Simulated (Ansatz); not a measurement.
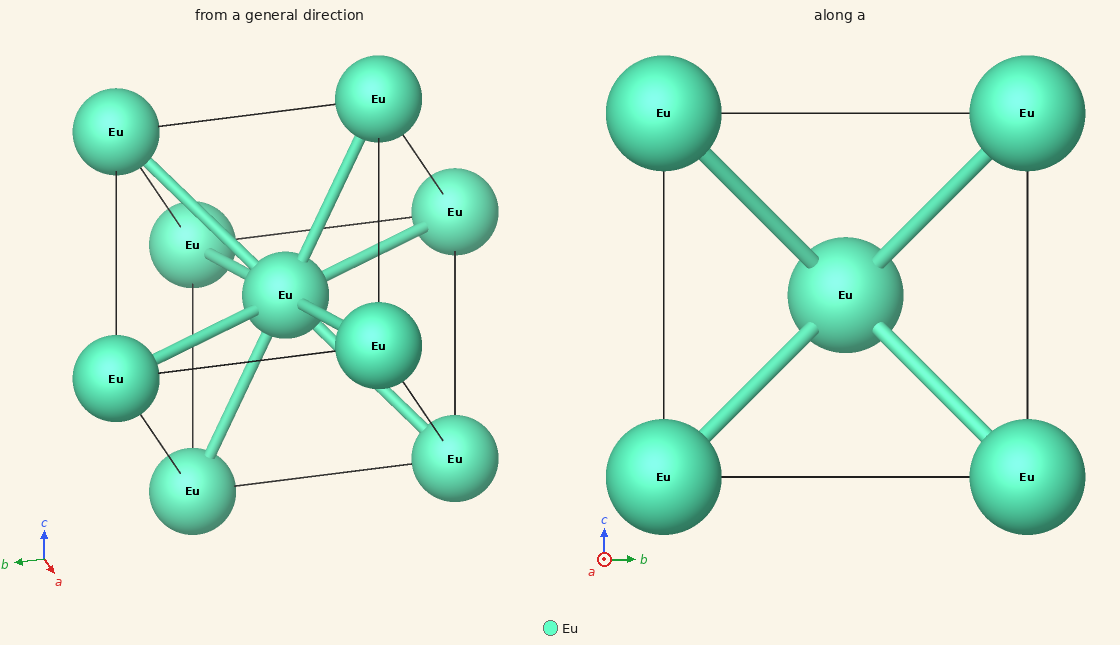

An orthographic ball-and-stick view of the structure, from a general direction and along the a axis. The conventional unit cell is drawn as a box.

Edges and angles: a = 4.61 Å, b = 4.61 Å, c = 4.61 Å, α = 90.00°, β = 90.00°, γ = 90.00°.

The bonds drawn are Eu–Eu up to 4.47 Å (cut-off distances).

### How many atoms does the box hold, once sharing is allowed for?

2 (europium), counting shared atoms by their share.

### What are the crystal system and the lattice centring?

Body-centred cubic.

### State the space group and its number.

Im-3m (No. 229), with Eu on 2a.

### Give the prototype.

Body-centred cubic (W type).

### What are the neighbours of Eu?

Each Eu has eight Eu in a cubic arrangement at about 4.0 Å.

### Does the bonding give isolated units, chains, sheets or a framework?

The bonds build a three-dimensional framework.

It goes back to the standard structure of this element. Earlier steps of the study may have refined or changed the cell and positions. It was run through Ansatz as a DFT input.
